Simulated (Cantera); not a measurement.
Input: 1 mol Nb2O5, 4.8 mol H2, 0.31 mol H2O, equilibrated at 1 atm.

Cantera equilibrium calculation (NASA polynomials, part measured and part estimated; ideal gas, pure solids and liquids). Candidate condensed phases: H2O, Nb, NbO, NbO2, Nb2O5; 12 gas species. Mutual solubility and eutectic melting of coexisting phases are not modelled. Condensed phases not in the tables: the oxides between NbO2 and Nb2O5. Rates play no part.

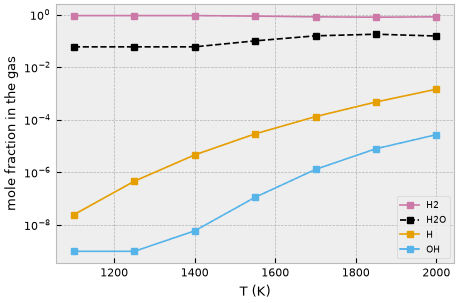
Figure. Equilibrium gas composition (values under 1e-9 drawn at 1e-9)

From 1100 K to 1400 K the condensed part is Nb2O5(s). From 1550 K to 1700 K the condensed part is NbO2(s) + Nb2O5(s). From 1850 K to 2000 K the condensed part is NbO2(s) + Nb2O5(l).
